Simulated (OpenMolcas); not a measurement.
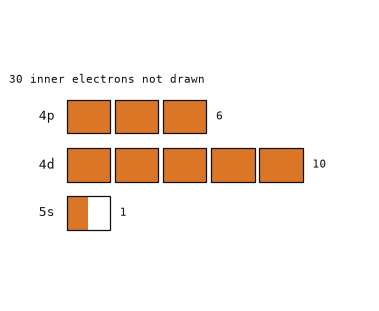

*The outer shells of the leading configuration of the lowest level: a box for each of the 2l + 1 orbitals, shaded by the share of the shell that is filled, with the electron count at the right.*

Multiconfigurational calculation for Sb⁴⁺

Sb⁴⁺. Computed at this level: state-averaged SS-CASPT2, IPEA shift 0.25, real shift 0.2 hartree, closed shells 4d correlated, active space 1 electron in the shells 5s 5p, basis ANO-RCC-VTZP, DKH2 scalar Hamiltonian, spin-orbit coupling by RASSI with atomic mean-field integrals (OpenMolcas).

**Summary**

| quantity | value |
| --- | --- |
| outcome | converged |
| lowest level | 5s ²S₁/₂ |
| first excited level | 5p ²P°₁/₂, 83,398 cm⁻¹ (measured: 81,566) |
| energy of the lowest spin-free term | −6473.55168 hartree |
| energy of the lowest spin-orbit level | −6473.55168 hartree |
| CASPT2 correlation energy | −0.3751 hartree |
| largest spread among components of a term | 0.0 cm⁻¹ |
| lowest reference weight | 0.954 |
| hardware | 1 CPU thread, shared host |
| wall time | 1.3 s |

**Remarks**

The run is of multi-state type; this report uses its single-state energies.

**Input**
```
&GATEWAY
Coord
1

Sb 0.0 0.0 0.0
Basis=ANO-RCC-VTZP
Group=XYZ
NoMove
AngMom=0.0 0.0 0.0
AMFI
&SEWARD
&RASSCF
FileOrb=start.orb
Symmetry=1
Spin=2
nActEl=1 0 0
Inactive=14 9
Ras2=1 3
CIRoot=1 1 1
SDav=1
CIMx=300
Iter=120 100
PrWF=0.3
OrbListing=Nothing
MaxOrb=0
Atom
>>> COPY $Project.JobIph JOB001
&RASSCF
FileOrb=start.orb
Symmetry=2
Spin=2
nActEl=1 0 0
Inactive=14 9
Ras2=1 3
CIRoot=3 3 1
SDav=3
CIMx=300
Iter=120 100
PrWF=0.3
OrbListing=Nothing
MaxOrb=0
Atom
>>> COPY $Project.JobIph JOB002
&RASSI
NrOfJobIphs=2 1 3
1
1 2 3
IphNames
JOB001
JOB002
EJob
SpinOrbit
DIPRint=1.0
SOCoupling=1000.0
Subsets=2
MEES
Property=10
'ANGMOM' 1 'ANGMOM' 2 'ANGMOM' 3 'MLTPL  1' 1 'MLTPL  1' 2 'MLTPL  1' 3
'AMFI' 1 'AMFI' 2 'AMFI' 3 'MLTPL  2' 6
SOProperty=3
'ANGMOM' 1 'ANGMOM' 2 'ANGMOM' 3
>>> COPY JOB001 $Project.JobIph
&CASPT2
Multistate=1 1
Frozen=9 9
IPEA=0.25
Shift=0.2
MaxIter=60
WThr=0.0 0.3 0.05
PrWF=0.5
NoMix
>>> COPY JOB002 $Project.JobIph
&CASPT2
Multistate=3 1 2 3
Frozen=9 9
IPEA=0.25
Shift=0.2
MaxIter=60
WThr=0.0 0.3 0.05
PrWF=0.5
NoMix
```

The file start.orb holds starting orbitals from an earlier step. A driver script formed the levels outside the program, from RASSI's spin-orbit matrix and the CASPT2 energies (for multi-state variants, the effective Hamiltonian), averaged over the components of each term or state. The log and the time are those of the CASPT2 step.

**Log (extracts)**
```
--- CASPT2 ---
Orbital specifications:
      -----------------------

      Symmetry species                           1   2
                                                ag  au
      Frozen orbitals                            9   9
      Inactive orbitals                          5   0
      Active orbitals                            1   3
      Secondary orbitals                        21  20
      Deleted orbitals                           0   0
      Number of basis functions                 36  32
Type of calculation                        SS-CASPT2
      Fock operator                              state-specific
      IPEA shift                                 0.25
      Real shift                                 0.20
      Imaginary shift                            0.00
      The input orbitals will be transformed to quasi-canonical
Reference energy:       -6473.1765755124
      E2 (Non-variational):      -0.3655197919
      Shift correction:          -0.0095820731
      E2 (Variational):          -0.3751018650
      Total energy:           -6473.5516773775
      Residual norm:              0.0000006788
      Reference weight:           0.95428
      Contributions to the CASPT2 correlation energy
      Active & Virtual Only:         -0.0000000000
      One Inactive Excited:          -0.0496012450
      Two Inactive Excited:          -0.3159185469
::    CASPT2 Root  1     Total energy:  -6473.55167738
--- CASPT2 ---
Orbital specifications:
      -----------------------

      Symmetry species                           1   2
                                                ag  au
      Frozen orbitals                            9   9
      Inactive orbitals                          5   0
      Active orbitals                            1   3
      Secondary orbitals                        21  20
      Deleted orbitals                           0   0
      Number of basis functions                 36  32
Type of calculation                        MS-CASPT2
      Fock operator                              state-specific
      IPEA shift                                 0.25
      Real shift                                 0.20
      Imaginary shift                            0.00
      The input orbitals will be transformed to quasi-canonical
Reference energy:       -6472.7852557114
      E2 (Non-variational):      -0.3526869036
      Shift correction:          -0.0091829341
      E2 (Variational):          -0.3618698377
      Total energy:           -6473.1471255492
      Residual norm:              0.0000000309
      Reference weight:           0.95610
      Contributions to the CASPT2 correlation energy
      Active & Virtual Only:         -0.0000000000
      One Inactive Excited:          -0.0367576134
      Two Inactive Excited:          -0.3159292902
Reference energy:       -6472.7852557113
      E2 (Non-variational):      -0.3526869036
      Shift correction:          -0.0091829341
      E2 (Variational):          -0.3618698377
      Total energy:           -6473.1471255491
      Residual norm:              0.0000000309
      Reference weight:           0.95610
      Contributions to the CASPT2 correlation energy
      Active & Virtual Only:         -0.0000000000
      One Inactive Excited:          -0.0367576134
      Two Inactive Excited:          -0.3159292902
::    CASPT2 Root  1     Total energy:  -6473.14712555
::    CASPT2 Root  2     Total energy:  -6473.14712555
::    CASPT2 Root  3     Total energy:  -6473.14712555
::    MS-CASPT2 Root  1     Total energy:  -6473.14712555
::    MS-CASPT2 Root  2     Total energy:  -6473.14712555
::    MS-CASPT2 Root  3     Total energy:  -6473.14712555
```

**Spin-orbit levels, grouped by J and assigned**

```csv
Configuration,Level,E (cm⁻¹),LS purity (%),Landé g
5s,²S₁/₂,0,100,2.002
5p,²P°₁/₂,"83,400",100,0.666
5p,²P°₃/₂,"91,480",100,1.334
```

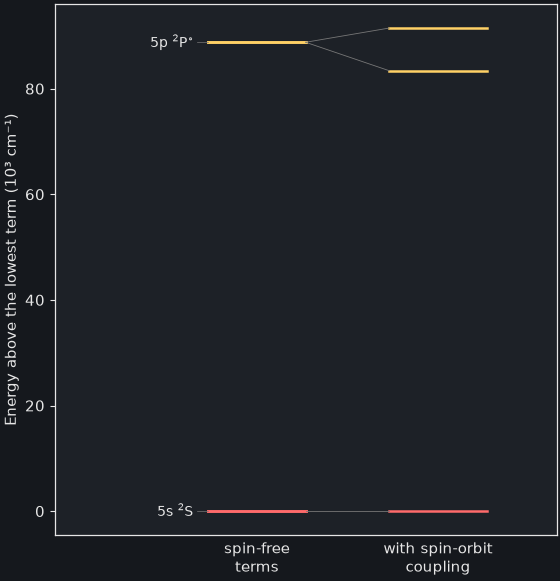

*Terms of Sb⁴⁺ without and with spin-orbit coupling; the J values are left off.*

5s ²S (at 0) gives the one level J = 1/2; 5p ²P° (at 88,800 cm⁻¹) splits over 8,090 cm⁻¹ into J = 1/2, 3/2 from the bottom up (normal). The ground level lies 0 below the lowest term.
